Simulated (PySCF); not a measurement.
## A study: C$_{4}$H$_{7}$Br, SMILES `C=C(C)CBr`

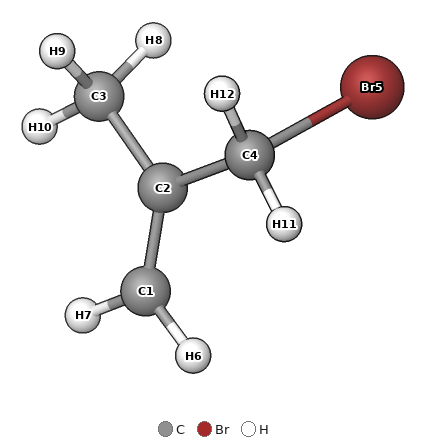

The molecule, with its atoms numbered as below. No frequency check shows the geometry to be a minimum.

Coordinates in Å:

```
C1       2.2708   -1.0571    0.4198
C2       1.5193   -0.1080   -0.1180
C3       1.8160    1.3525    0.0120
C4       0.2878   -0.4449   -0.8898
Br5     -1.3321    0.0191    0.1413
H6       2.0299   -2.1025    0.3233
H7       3.1622   -0.8226    0.9752
H8       0.9748    1.8657    0.4781
H9       1.9722    1.7965   -0.9714
H10      2.7036    1.5168    0.6158
H11      0.2065   -1.5096   -1.0995
H12      0.2098    0.1321   -1.8108
```

Part 1: Bonding charge

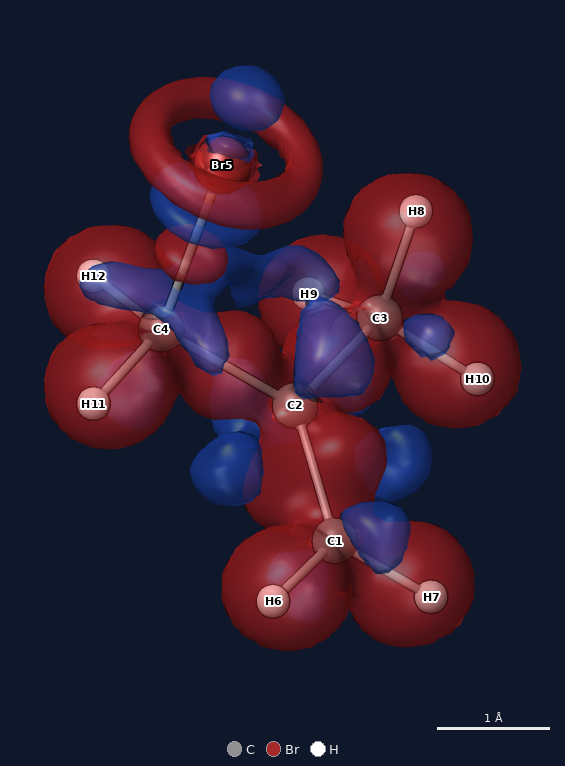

Deformation density (molecule less spherical, spin-averaged free atoms at the same positions), surfaces at ±0.08 e/Å³; red: gain, blue: loss.

Computed with PySCF, CAM-B3LYP/def2-TZVP, geometry: GFN2-xTB.

**Describe the bonding that the map shows.**

The five largest and four smallest: C1–C2: +0.81 e/Å³ at the bond critical point (bond length 1.32 Å, Mayer order 1.9). C4–H11: +0.80 e/Å³ at the bond critical point (bond length 1.09 Å, Mayer order 1.0). C4–H12: +0.79 e/Å³ at the bond critical point (bond length 1.09 Å, Mayer order 1.0). C1–H7: +0.78 e/Å³ at the bond critical point (bond length 1.08 Å, Mayer order 1.0). C1–H6: +0.78 e/Å³ at the bond critical point (bond length 1.08 Å, Mayer order 1.0). C3–H9: +0.72 e/Å³ at the bond critical point (bond length 1.09 Å, Mayer order 1.0). C2–C4: +0.58 e/Å³ at the bond critical point (bond length 1.49 Å, Mayer order 1.0). C2–C3: +0.54 e/Å³ at the bond critical point (bond length 1.50 Å, Mayer order 1.0). C4–Br5: +0.15 e/Å³ at the bond critical point (bond length 1.98 Å, Mayer order 1.0). In all, 2.8 electrons gather in the regions of gain relative to the promolecule.

Part 2: Bond critical points

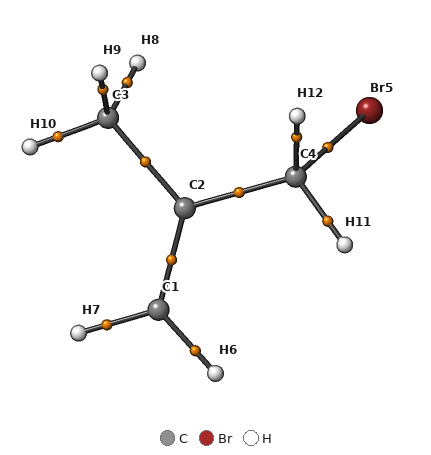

Molecular graph of the electron density (QTAIM): bond paths, bond critical points (orange), ring points (yellow, if any); weak paths are dashed.

**How many critical points of each kind are there, and does the count close?**

12 nuclei, 11 bond, 0 ring and 0 cage critical points: 12 − 11 + 0 − 0 = 1, as the Poincaré–Hopf relation requires.

**Give the properties at the bond critical points.**

```
  bond  length (Å)  ρ (a.u.)  ∇²ρ (a.u.)     ε  H (a.u.)
 C1–C2       1.325     0.360       −1.13  0.36    −0.430
 C1–H7       1.076     0.289       −1.04  0.01    −0.300
 C1–H6       1.077     0.288       −1.04  0.02    −0.299
C4–H11       1.088     0.288       −1.03  0.02    −0.293
C4–H12       1.090     0.286       −1.02  0.01    −0.290
C3–H10       1.086     0.282       −0.98  0.01    −0.287
 C3–H8       1.090     0.279       −0.96  0.01    −0.282
 C3–H9       1.090     0.278       −0.95  0.01    −0.280
 C2–C4       1.492     0.269       −0.74  0.03    −0.248
 C2–C3       1.496     0.263       −0.71  0.03    −0.240
C4–Br5       1.975     0.142       −0.13  0.01    −0.077
```

**What kind of interaction is C1–C2?**

Shared-shell (covalent): ρ = 0.360, ∇²ρ = −1.13, H = −0.430 a.u. Its ellipticity of 0.36 shows that the density isn't cylindrical about the bond.

Part 3: Local ionisation energy

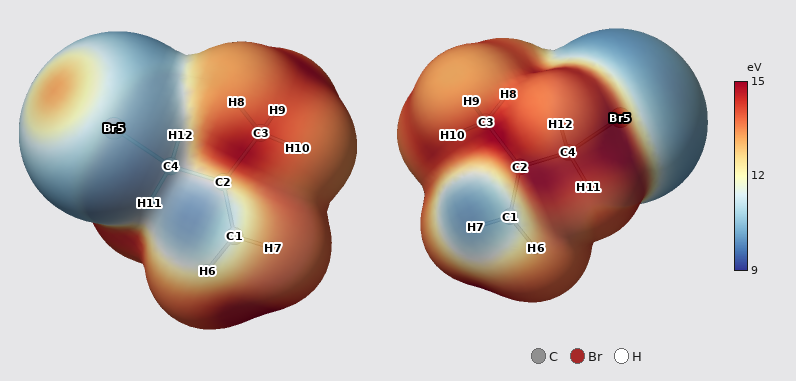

Average local ionisation energy on the surface of electron density 0.001 a.u. (back view left, front view right).

**Locate the minima of the map.**

The lowest value is 10.0 eV, over C1, off the plane of its three bonds (2.1 Å). Further minima include 10.0 eV, 2.3 Å from Br5; 13.2 eV, 1.4 Å from H9. For comparison, the highest occupied orbital lies at −8.8 eV.

Part 4: In an electric field

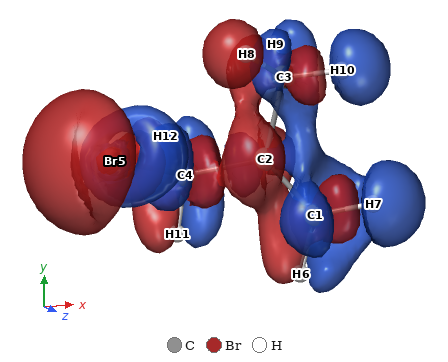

Change of the electron density in a uniform field of 0.10 V/Å, surfaces at ±0.0008 e/Å³ (blue: gain, red: loss).

PySCF calculation, B3LYP/def2-SVP, gas phase; geometry: GFN2-xTB. A basis without diffuse functions makes polarisabilities too small.

The field was applied in both directions; the picture shows the one opposite to the script's first.

**Along which Cartesian direction does the field point?**

Along −x: electrons gather on the +x side, against the field.

**How large is the response?**

The induced dipole is 0.37 D (along the field); α along this axis, from the fields in both directions, is 73 bohr³ (10.8 Å³).

Part 5: Localised orbitals

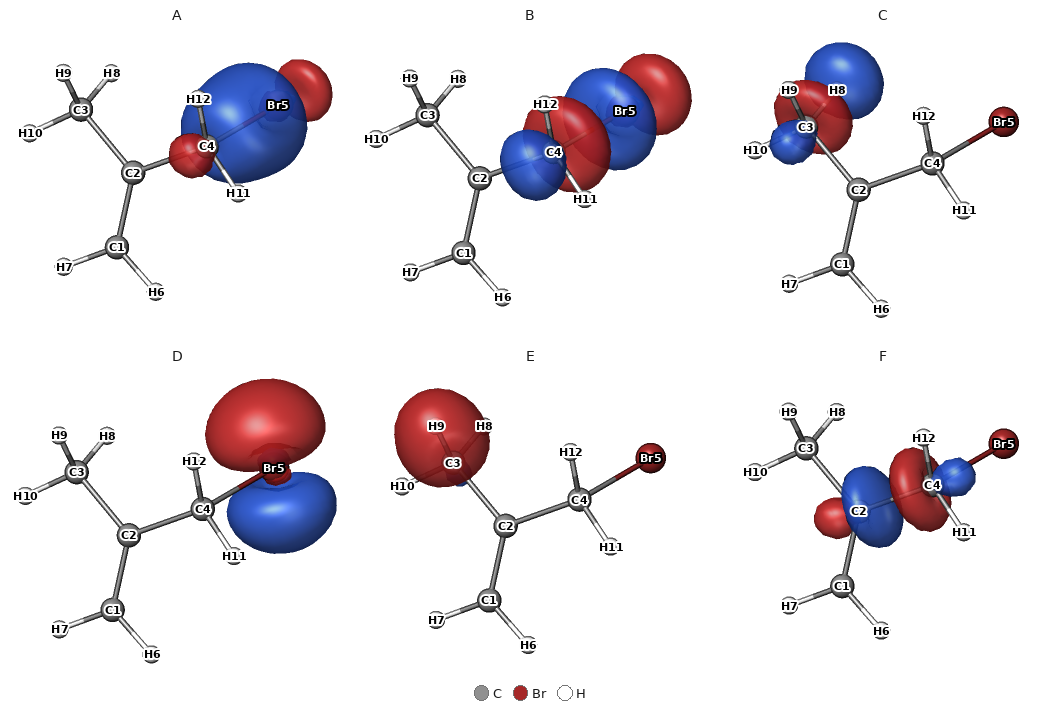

Intrinsic bond orbitals (IBO), occupied and valence-virtual; each surface holds about 70 % of the orbital's density. Energies are diagonal elements of the Fock matrix.

Level of theory: BP86/cc-pVDZ (PySCF), at a geometry from GFN2-xTB.

**What does each orbital represent in a Lewis picture?**

By panel:
- A: σ bond Br5–C4 (Br5 55 %, C4 43 %; −12.3 eV)
- B: σ* orbital C4–Br5 (C4 54 %, Br5 43 %; 0.2 eV)
- C: σ* orbital H8–C3 (H8 58 %, C3 42 %; 8.0 eV)
- D: lone pair on Br5 (p-type) (Br5 100 %; −7.0 eV)
- E: σ bond C3–H9 (C3 57 %, H9 42 %; −11.8 eV)
- F: σ* orbital C2–C4 (C2 51 %, C4 48 %; 9.3 eV)

The PySCF runs shown took 62 s, 69 s and 52 s on 1 thread of AMD EPYC (Zen 3), with other jobs on the host.
